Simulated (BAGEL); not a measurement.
# SiCl3F (SMILES F[Si](Cl)(Cl)Cl) at 4 levels

Aim: a comparison of 4 runs (B3LYP/6-31G*, B3LYP/def2-SVP, PBE0/def2-SVP, RI-MP2/def2-SVP) of SiCl3F. 

The calculation is run with BAGEL 1.2.2.

1 further run of the same task is left out (it didn't finish). Runs told in other sessions of the task aren't counted.

## (1) Starting point

SiCl3F has 5 atoms, charge 0, and is taken as a singlet. As SMILES, `F[Si](Cl)(Cl)Cl`. Geometry: relaxed at GFN2-xTB.

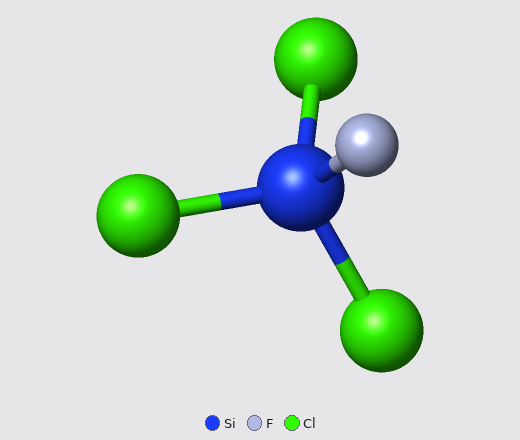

The structure, seen from a chosen angle (silicon blue, fluorine light blue, chlorine green).

## (2) A single-point energy at B3LYP/6-31G(d) (density fitting with qzvpp-jkfit, spherical functions) (run 1)

The input, dft.json:

```json
{ "bagel" : [

{
  "title" : "molecule",
  "basis" : "6-31gs.json",
  "df_basis" : "qzvpp-jkfit",
  "angstrom" : true,
  "geometry" : [
    { "atom" : "Si", "xyz" : [       0.001240,       0.000280,       0.001110 ] },
    { "atom" : "F", "xyz" : [       0.008020,      -0.015930,       1.611740 ] },
    { "atom" : "Cl", "xyz" : [       1.917960,       0.008800,      -0.546760 ] },
    { "atom" : "Cl", "xyz" : [      -0.968370,       1.664060,      -0.517190 ] },
    { "atom" : "Cl", "xyz" : [      -0.958850,      -1.657200,      -0.548890 ] }
  ]
},

{ "title" : "ks", "xc_func" : "b3lyp" },

{ "title" : "print", "file" : "orbitals.molden", "orbitals" : true }

]}
```

The basis set 6-31G* is read from a file made from the Basis Set Exchange's data (not shown).

Launch:

```sh
$ BAGEL_NUM_THREADS=1 BAGEL dft.json > dft.out
```

The log of the run:

```text
* using 1 threads per process

  ===============================================================
  ===============================================================

  *** Geometry ***

  { "atom" : "Si", "xyz" : [      0.002343,      0.000529,      0.002098 ] },
  { "atom" : "F", "xyz" : [      0.015156,     -0.030103,      3.045747 ] },
  { "atom" : "Cl", "xyz" : [      3.624419,      0.016630,     -1.033227 ] },
  { "atom" : "Cl", "xyz" : [     -1.829954,      3.144618,     -0.977347 ] },
  { "atom" : "Cl", "xyz" : [     -1.811964,     -3.131654,     -1.037252 ] },

  Number of auxiliary basis functions:      589

  Since a DF basis is specified, we compute 2- and 3-index integrals:
    o Being stored without compression. Storage requirement is 0.035 GB

  Number of basis functions:       86
  Number of electrons      :       74

    * METHOD: MOLECULE                             0.63

  *** Kohn-Sham DFT ***

    * Removing 9864 points whose weight is below 1.00e-10
    * Grid points: 64666

  === Nuclear Repulsion ===
   453.2208768260

       - DIIS with orbital gradients will be used.

  === KS iteration (b3lyp / 6-31gs.json) ===
      0      -1740.84695713          0.15031125           0.62
      1      -1748.26938095          0.13939884           0.58
      2      -1729.37092722          0.14871251           0.57
[... 14 lines of this table left out ...]
     17      -1770.11691977          0.00000000           0.57
    * SCF iteration converged.

    * Permanent dipole moment:
           (   -0.002632,    -0.002552,     0.310931) a.u.

    * METHOD: KS                                  10.67

    * METHOD: PRINT                                0.03

  ===============================================================
```

Run time: 12 s. Hardware: 1 thread of Arm Neoverse N1, shared host; peak memory 0.34 GiB.

## (3) The energy at B3LYP/def2-SVP (density fitting with qzvpp-jkfit) (run 2)

The input, input.json:

```json
{ "bagel": [

{
  "title": "molecule",
  "basis": "svp",
  "df_basis": "qzvpp-jkfit",
  "angstrom": true,
  "geometry": [
    { "atom": "Si", "xyz": [    0.001240,    0.000280,    0.001110 ] },
    { "atom": "F", "xyz": [    0.008020,   -0.015930,    1.611740 ] },
    { "atom": "Cl", "xyz": [    1.917960,    0.008800,   -0.546760 ] },
    { "atom": "Cl", "xyz": [   -0.968370,    1.664060,   -0.517190 ] },
    { "atom": "Cl", "xyz": [   -0.958850,   -1.657200,   -0.548890 ] }
  ]
},
{ "title": "ks", "xc_func": "b3lyp", "charge": 0 },
{ "title": "print", "file": "orbitals.molden", "orbitals": true }

]}
```

Launch:

```sh
$ BAGEL_NUM_THREADS=1 BAGEL input.json > input.out
```

The log of the run:

```text
* using 1 threads per process

  ===============================================================
  ===============================================================

  *** Geometry ***

  { "atom" : "Si", "xyz" : [      0.002343,      0.000529,      0.002098 ] },
  { "atom" : "F", "xyz" : [      0.015156,     -0.030103,      3.045747 ] },
  { "atom" : "Cl", "xyz" : [      3.624419,      0.016630,     -1.033227 ] },
  { "atom" : "Cl", "xyz" : [     -1.829954,      3.144618,     -0.977347 ] },
  { "atom" : "Cl", "xyz" : [     -1.811964,     -3.131654,     -1.037252 ] },

  Number of auxiliary basis functions:      589

  Since a DF basis is specified, we compute 2- and 3-index integrals:
    o Being stored without compression. Storage requirement is 0.035 GB

  Number of basis functions:       86
  Number of electrons      :       74

    * METHOD: MOLECULE                             0.52

  *** Kohn-Sham DFT ***

    * Removing 9864 points whose weight is below 1.00e-10
    * Grid points: 64666

  === Nuclear Repulsion ===
   453.2208768260

       - DIIS with orbital gradients will be used.

  === KS iteration (b3lyp / svp) ===
      0      -1739.71411131          0.14471510           0.61
      1      -1755.52673781          0.12563558           0.56
      2      -1740.54458262          0.14940098           0.56
[... 11 lines of this table left out ...]
     14      -1769.59303041          0.00000001           0.55
    * SCF iteration converged.

    * Permanent dipole moment:
           (   -0.002017,    -0.003408,     0.393080) a.u.

    * METHOD: KS                                   8.83

    * METHOD: PRINT                                0.02

  ===============================================================
```

It took 9.6 s on 1 thread of Arm Neoverse N1, shared host; peak memory 0.34 GiB.

Run 3 isn't shown in full; the table further down has it.

## (4) A single-point energy at RI-MP2/def2-SVP (density fitting with qzvpp-jkfit) (run 4)

input.json: that of step 3 with these lines changed.

```diff
@@ -15,4 +15,11 @@
 },
-{ "title": "ks", "xc_func": "b3lyp", "charge": 0 },
-{ "title": "print", "file": "orbitals.molden", "orbitals": true }
+{
+  "title": "hf",
+  "charge": 0
+},
+{
+  "title": "mp2",
+  "charge": 0,
+  "ncore": 21
+}
```

Launch:

```sh
$ BAGEL_NUM_THREADS=1 BAGEL input.json > input.out
```

The log of the run:

```text
* using 1 threads per process

  ===============================================================
  ===============================================================

  *** Geometry ***

[... 29 lines left out ...]
    * SCF iteration converged.
[... 1 line left out ...]
    * Permanent dipole moment:
[... 2 lines left out ...]
    * METHOD: HF                                   3.02

  *** RHF ***

  === Nuclear Repulsion ===
   453.2208768260

      * DIIS with orbital gradients will be used.

  === RHF iteration (svp) ===
      0      -1766.47947381          0.00000000           0.22
    * SCF iteration converged.

    * Permanent dipole moment:
           (   -0.002374,    -0.004244,     0.461845) a.u.

  === DF-MP2 calculation ===

    * freezing 21 orbitals
    * 3-index integral transformation done
    * assembly done

      MP2 correlation energy:   -0.6686432313      0.08

      MP2 total energy:       -1767.1481170448

    * METHOD: MP2                                  0.54

  ===============================================================
```

Wall time 4.5 s (1 thread of Arm Neoverse N1, shared host); peak memory 0.16 GiB.

## (5) Overview of the runs

```
run                                                                 level  frozen core orbitals   energy (Eh)  dipole moment (D)  HOMO energy (eV)  LUMO energy (eV)  wall time
  1  B3LYP/6-31G* (density fitting with qzvpp-jkfit, spherical functions)                     –  -1770.116920               0.79             -9.44             -0.69       12 s
  2                     B3LYP/def2-SVP (density fitting with qzvpp-jkfit)                     –  -1769.593030               1.00             -9.22             -0.16      9.6 s
  3                      PBE0/def2-SVP (density fitting with qzvpp-jkfit)                     –  -1768.876727               0.98             -9.63             -0.03        9 s
  4                    RI-MP2/def2-SVP (density fitting with qzvpp-jkfit)                    21  -1767.148117                  –                 –                 –      4.5 s
```

## (6) What came out

| quantity | value |
| --- | --- |
| run 4: total energy | -1767.14812 Eh |
| run 4: correlation energy (21 core orbitals frozen) | -668.6 mEh |

**Reading.** Over runs 1, 2, 3 the dipole moment (its size) runs from 0.79 D (B3LYP/6-31G*) to 1.00 D (B3LYP/def2-SVP). Over runs 1, 2, 3 the HOMO–LUMO gap runs from 8.74 eV (B3LYP/6-31G*) to 9.60 eV (PBE0/def2-SVP). The two ends differ in method and basis. Totals of different functionals can't be ranked against each other. All runs together took 35 s, the longest 12 s.
